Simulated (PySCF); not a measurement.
Ge(Br)2(OH)2, H₂Br₂GeO₂, SMILES [OH][Ge]([OH])([Br])[Br] at its CAM-B3LYP/def2-SVP optimised geometry (Å):

```
7

O     -1.3030    -1.8042    -1.4485
Ge    -0.6535    -1.0617     0.0000
O      1.0992    -1.0617     0.0000
Br    -1.4807     1.0617     0.0000
Br    -1.2493    -2.2281     1.8649
H     -1.1514    -2.7581    -1.4894
H      1.4807    -0.4586    -0.6522
```

Method: PySCF with CAM-B3LYP/def2-TZVP. Cells within 0.4 Å of a nucleus heavier than hydrogen are left out (blank, or x).

Map of the electron localisation function on the plane z = 0.0 Å:

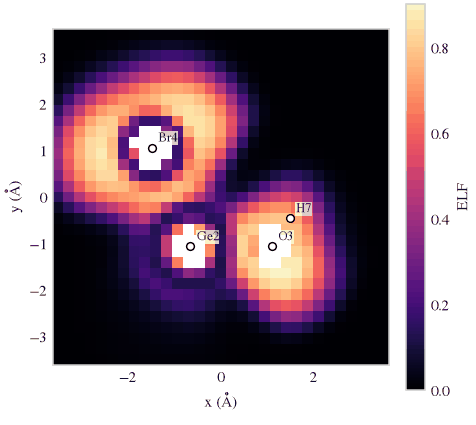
Fig. 1. Electron localisation function on the plane z = 0.0 Å.
